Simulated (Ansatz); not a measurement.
# RPA@PBE/STO-3G run of N2 (nitrogen)

Aim: the energy change on altering one bond length of N2 (nitrogen) at RPA@PBE/STO-3G, from 2 runs. 

Program for the calculation: Ansatz 0.2.0.

29 further runs of the same task are left out: 15 that didn't finish, 14 set aside as unsound or not needed.

## Step 1: Starting point

The species is N2 (2 atoms), meant as a singlet with charge 0. SMILES: `N#N`. The coordinates come from a PBE0-D4/def2-TZVP relaxation.

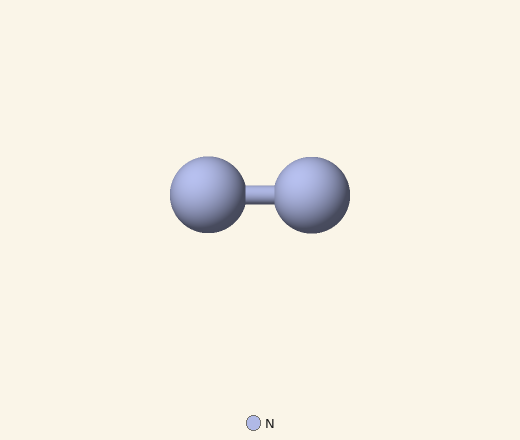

The structure, seen from a chosen angle (nitrogen light blue).

## Step 2: The energy at RPA@PBE/STO-3G

input.yaml

```yaml
crystal:
  periodic: [false, false, false]
  atoms:
    - symbol: "N"
      position_ang: [0.465500, -0.150300, 0.239800]
    - symbol: "N"
      position_ang: [-0.465500, 0.150300, -0.239800]
basis:
  gaussian:
    orbitals: STO-3G
magnetization:
  spin_polarized: false
  initial_magnetization: 0
hamiltonian:
  xc: {name: PBE}
correlation:
  method: rpa
  frozen_orbitals: {"N": 1}
accuracy: high
```

Run with:

```
$ ansatz run input.yaml --threads 1 --pin off --max-ram 2610MiB --events-out events.jsonl --progress --plain --runs-dir runs
```

Output:

```text
Warning: RAYON_NUM_THREADS=1 ignored (pool sized by the plan → 1); use --threads N
Functional definition: PBE
  name "PBE"
  parameter kappa = 0.804
  parameter beta = 0.06672455060314922
  exchange = pbe_x(kappa = kappa, mu = beta*pi^2/3)
  correlation = pbe_c(beta = beta)
150 factors; integrals over basis functions are off by at most 1.5e-8 eV
mean field evaluation 1: about -2936.6500 eV, gradient 5.6e0 eV
mean field evaluation 2: about -2936.5931 eV, gradient 5.8e0 eV
mean field evaluation 4: about -2936.7026 eV, gradient 8.0e-4 eV
mean field evaluation 8: about -2936.7023 eV, gradient 9.0e-7 eV
mean field -2936.70230691 eV, -107.9218192108 hartree, gradient 8.0e-8 eV, S^2 0.000000; 0 other end points of the search recorded, 0 dependent functions left out
2 core orbitals not correlated: weight in the atoms' cores, before any rotation towards them, 1.000 or more for the frozen orbitals, at most 0.000 for the correlated occupied ones
reference -2924.96714092 eV, -107.4905598147 hartree; 5, 5 occupied and 3, 3 virtual orbitals, 150 factors
Total energy: -2930.70520716 eV, -107.7014298599 hartree
```

Run time: 0.34 s. Hardware: 1 thread of Intel Xeon Platinum 8375C at 2.90GHz (Ice Lake), shared host.

## Step 3: The distorted shape, same level

job.yaml

```yaml
crystal:
  periodic: [false, false, false]
  atoms:
    - {symbol: N, position_ang: [0.698209, -0.225437, 0.359679]}
    - {symbol: "N", position_ang: [-0.465500, 0.150300, -0.239800]}
basis:
  gaussian:
    orbitals: STO-3G
correlation:
  method: rpa
  frozen_orbitals: {"N": 1}
hamiltonian:
  xc: pbe
accuracy: high
```

Run with:

```
$ ansatz run job.yaml --threads 1 --pin off --max-ram 2610MiB --events-out events.jsonl --progress --plain --runs-dir runs
```

Output:

```text
Warning: RAYON_NUM_THREADS=1 ignored (pool sized by the plan → 1); use --threads N
Functional definition: PBE
  name "PBE"
  parameter kappa = 0.804
  parameter beta = 0.06672455060314922
  exchange = pbe_x(kappa = kappa, mu = beta*pi^2/3)
  correlation = pbe_c(beta = beta)
149 factors; integrals over basis functions are off by at most 1.1e-8 eV
mean field evaluation 1: about -2936.3616 eV, gradient 5.2e0 eV
mean field evaluation 2: about -2936.2731 eV, gradient 5.5e0 eV
mean field evaluation 4: about -2936.4069 eV, gradient 2.4e-3 eV
mean field evaluation 8: about -2936.4064 eV, gradient 2.0e-7 eV
mean field -2936.40636583 eV, -107.9109435767 hartree, gradient 1.5e-9 eV, S^2 0.000000; 0 other end points of the search recorded, 0 dependent functions left out
2 core orbitals not correlated: weight in the atoms' cores, before any rotation towards them, 1.000 or more for the frozen orbitals, at most 0.000 for the correlated occupied ones
reference -2922.07130802 eV, -107.3841399186 hartree; 5, 5 occupied and 3, 3 virtual orbitals, 149 factors
Total energy: -2930.56580067 eV, -107.6963067658 hartree
```

Wall time 0.36 s (1 thread of Intel Xeon Platinum 8375C at 2.90GHz (Ice Lake), shared host).

## Step 4: Outcome

Level: RPA@PBE/STO-3G, 2 core orbitals frozen.

```
                                                         quantity          value
                                        first shape: total energy  -107.70143 Eh
                    first shape: RPA correlation energy (valence)     -210.9 mEh
                                    distorted shape: total energy  -107.69631 Eh
                distorted shape: RPA correlation energy (valence)     -312.2 mEh
energy change with the N1–N2 bond stretched from 1.090 to 1.362 Å       0.139 eV
```

What this shows: With the N1–N2 bond stretched from 1.090 to 1.362 Å the energy rises by 0.14 eV (13.5 kJ/mol). The first shape isn't relaxed at this level, so the change isn't measured from a minimum. The minimal basis adds a large error of its own.
